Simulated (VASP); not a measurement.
Shape and ions are relaxed at each volume.

Energy against volume of PbO2 (rutile). The numbers are results of PBE GGA with D3 dispersion (Becke-Johnson damping), VASP's PBE PAW potentials (set 64) (plane waves; VASP), not measurements.

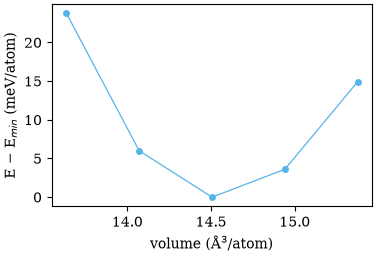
Fig. 1. Energy against volume

### Question
Estimate the equilibrium volume and the bulk modulus.

### Answer
The minimum lies near 14.5 Å³/atom, and the curvature gives B0 of about 120 GPa.

The compound is PbO2 in the rutile structure. It was relaxed first.
